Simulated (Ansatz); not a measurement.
## Electronic structure of C6H3ClSi (SMILES C#C[Si](Cl)(C#C)C#C) in real space

Input

```
crystal:
  periodic: [false, false, false]
  atoms:
    - {symbol: C, position_ang: [-0.503187, -0.015503, 2.831273]}
    - {symbol: C, position_ang: [-0.525589, 0.042944, 1.627936]}
    - {symbol: Si, position_ang: [-0.555175, 0.129741, -0.179588]}
    - {symbol: Cl, position_ang: [-2.448450, 0.584921, -0.790694]}
    - {symbol: C, position_ang: [0.574695, 1.421147, -0.755101]}
    - {symbol: C, position_ang: [1.328661, 2.280059, -1.136873]}
    - {symbol: C, position_ang: [-0.078610, -1.468213, -0.883135]}
    - {symbol: C, position_ang: [0.240660, -2.532126, -1.350147]}
    - {symbol: H, position_ang: [-0.484633, -0.066940, 3.896121]}
    - {symbol: H, position_ang: [1.994825, 3.040733, -1.475231]}
    - {symbol: H, position_ang: [0.522005, -3.473662, -1.763961]}
basis:
  gaussian: {orbitals: def2-TZVPP}
hamiltonian: {xc: pbe0, dispersion: d4}
output: {orbitals: {seedname: orbitals}}
```

Run with:

```sh
ansatz run in.yaml --threads 4 --pin off --events-out ev --progress --plain --max-ram 11315MiB
```

Geometry: PBE0-D4/def2-TZVP.

These are results of RKS PBE0-D4/def2-TZVPP in Ansatz, not measurements.

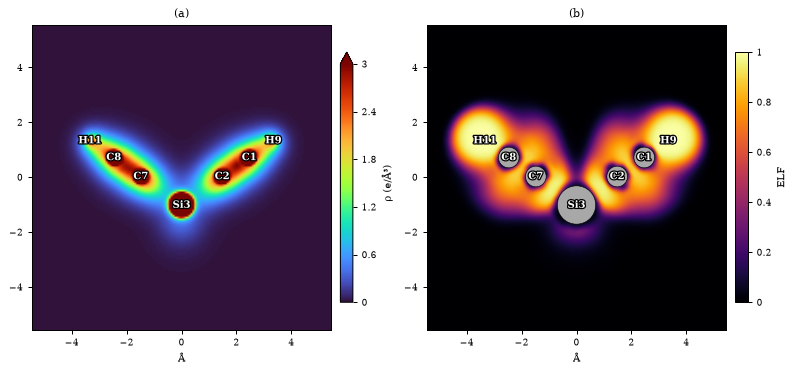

Figure 1. (a) electron density; (b) ELF on the plane of atoms C2, Si3 and C7. Grey discs cover the atomic cores in the ELF map.

Interpret the plot.

Answer.
- The plane passes through C, Si and H nuclei.
- C–C (1.20 Å): ρ at the midpoint is about 2.9 e/Å³; the ELF peaks at about 0.85 between the atoms (a short, multiple covalent bond).
- C–Si (1.81 Å): the density is about 1 e/Å³ at the midpoint; the ELF peaks at about 0.95 between the atoms; a covalent bond.
- C–H (1.07 Å): ρ at the midpoint is about 2.1 e/Å³; the ELF climbs to about 1 towards the hydrogen, as it does in any bond to H: an ordinary covalent bond to hydrogen.

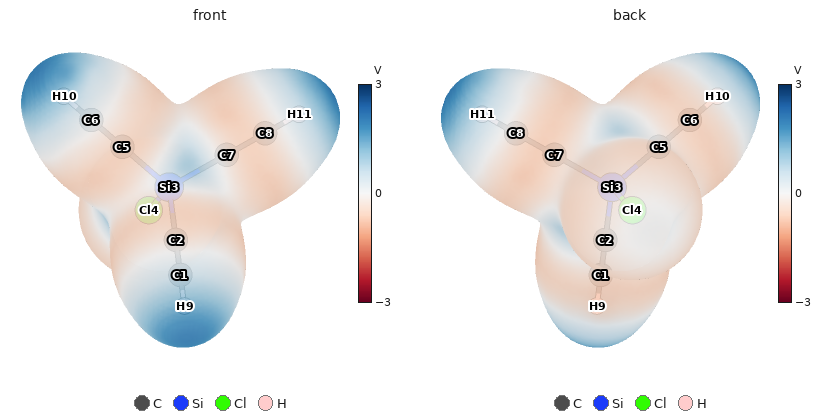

Figure 2. The electrostatic potential painted on the density surface at 0.002 e/bohr³, seen from the front and from behind; red is negative and blue positive.

Where is the surface potential most negative and most positive?

Answer. The most negative region (about −0.7 V) lies over the C atoms, the most positive (about +2.0 V) over H9, H10 and H11.

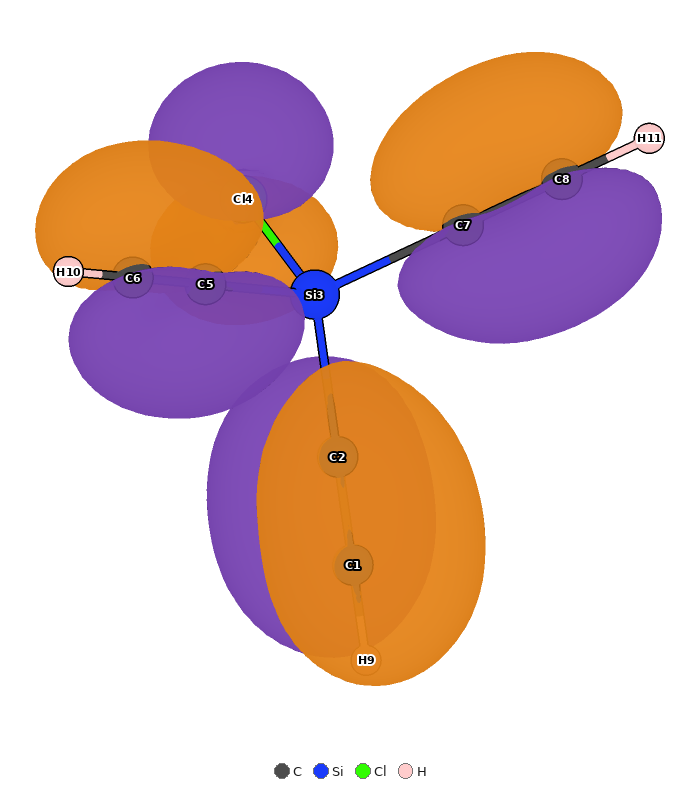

Figure 3. The HOMO−1 at ±0.06 Å⁻³ᐟ² (orange and purple are the two phases), seen at a tilt.

What is the character of this orbital?

Answer. It lies mainly on C1 (about 25 %), C2 (about 25 %), Cl4 (about 10 %), C6 (about 10 %), C8 (about 10 %), C5 (about 10 %) and C7 (about 10 %). It is one of a degenerate set, so its orientation is arbitrary. Its energy is −8.46 eV.
